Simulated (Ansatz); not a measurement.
Band structure of CdAg (R-3m, 2 atoms in the cell).

```yaml
crystal:
  lattice:
    - [1.47505, 0.85162, 4.67050]
    - [-1.47505, 0.85162, 4.67050]
    - [0.00000, -1.70324, 4.67050]
  atoms:
    - { symbol: Cd, position: [0.50000, 0.50000, 0.50000] }
    - { symbol: Ag, position: [0.00000, 0.00000, 0.00000] }
```

Computed with LDA (PW92), PAW files made with PBE (plane waves; Ansatz, a quantum-chemistry and plane-wave program).

Settings: kpoints.mp_grid.grid = 10 10 10; hamiltonian.xc = lda; hamiltonian.pseudopotentials = {kind: paw} (an earlier, softer set of the program's PAW files); scf.occupations.method = fermi_dirac; scf.occupations.width = 0.05 eV; kpoints.band_path.path = [[0.0, 0.0, 0.0], [0.5, 0.0, 0.0], [0.5, 0.18883205, -0.18883205]]; kpoints.band_path.npoints = 8.

The starting cell comes from a database of computed structures (which also holds hypothetical and non-ambient phases and stackings), without a prior relaxation at this level. Its lattice was rescaled by a random factor within 2.5 % of one.

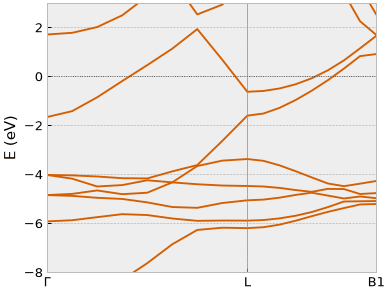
Fig. 1. Bands along the path, energies from the Fermi level.

Levels in eV from the Fermi level, bands 17 to 23:
```csv
point,17,18,19,20,21,22,23
Γ,-4.84,-4.02,-4.02,-1.66,1.71,13.57,14.73
L,-4.47,-3.37,-1.60,-0.63,3.92,4.50,9.08
B1,-4.76,-4.27,0.91,1.65,1.70,2.54,7.04
```

Bands cross the Fermi level along this path, so the cell is metallic at this level.

Keys are those of Ansatz 0.2.
